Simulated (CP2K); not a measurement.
Consider thioacetamide at its PBE geometry (Å).

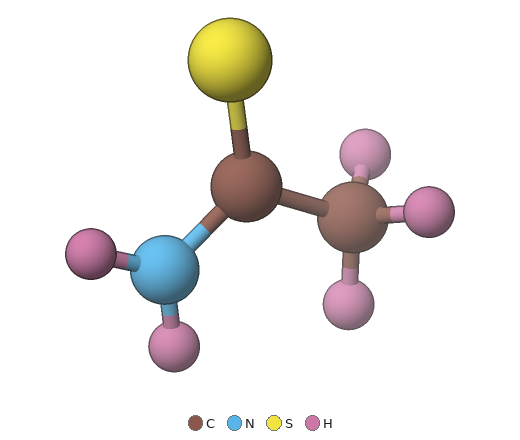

The molecule (carbon brown, nitrogen blue, sulfur yellow, hydrogen pink).

```xyz
9

C    -1.0314    0.2961   -0.2809
C     0.1565   -0.1712    0.5272
N     1.3261   -0.2360   -0.1563
S     0.0506   -0.5737    2.1305
H    -1.4495    1.2024    0.1746
H    -0.7797    0.5090   -1.3296
H    -1.8173   -0.4688   -0.2527
H     2.1603   -0.5479    0.3309
H     1.3844   -0.0099   -1.1437
```

Method: CP2K XAS_TDP, all-electron GAPW, PBEh(45%), aug-cc-pVDZ, TDA, GW2X-corrected core level, no relativity.

**Question.** Where do the C K-edge lines lie, and how strong are they?

Leading lines: C1 290.25 eV and C2 287.50 eV. The leading line of an atom is its first one with 35 % of the strongest within 2.5 eV of its lowest line over the strength cut. Core ionisation energies at this level: C1 292.71 and C2 294.34 eV.

The first six lines of each atom with a strength over 0.0015:

| atom | energy (eV) | states | strength, one atom | above the computed threshold |
| --- | --- | --- | --- | --- |
| C1 (bonded to C and 3 H) | 290.25 | 1 | 0.0081 |  |
|  | 291.05 | 1 | 0.0197 |  |
|  | 291.57 | 1 | 0.0024 |  |
|  | 291.61 | 1 | 0.0222 |  |
|  | 291.99 | 1 | 0.0108 |  |
|  | 292.64 | 1 | 0.0046 |  |
| C2 (bonded to C, N and S) | 287.50 | 1 | 0.0712 |  |
|  | 292.23 | 1 | 0.0018 |  |
|  | 293.11 | 1 | 0.0103 |  |
|  | 293.23 | 1 | 0.0048 |  |
|  | 293.77 | 1 | 0.0081 |  |
|  | 293.81 | 1 | 0.0106 |  |

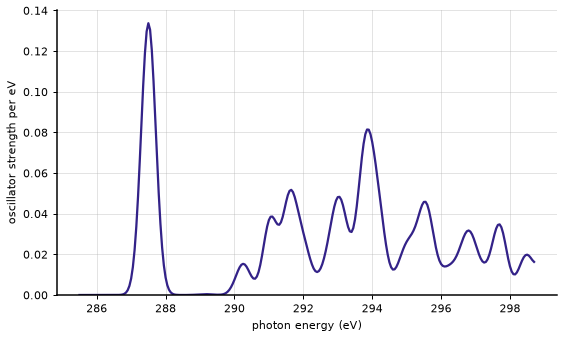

All atoms added, broadened by 0.5 eV.

Lines are vertical, at one geometry, with no vibrational structure. GW2X ionisation energies and lines can be off by 1 to 2 eV either way, and a good line position may hide errors that cancel. These values hold no scalar relativity, about 0.1 eV for C 1s. Rydberg lines, and the discretised continuum above threshold, depend on the basis and the box.

[Banner, clock and machine lines of the logs are left out without a mark of their own.]

[Logs are printed without paths, hosts, clocks, repeated set-up lines and the standing remarks that a program may print on its own settings, such as how far it seeks lower states.]

[Hosts, paths, dates, database ids (printed as entryN), source tags and the programs' standing remarks are cut or masked in the printed files.]
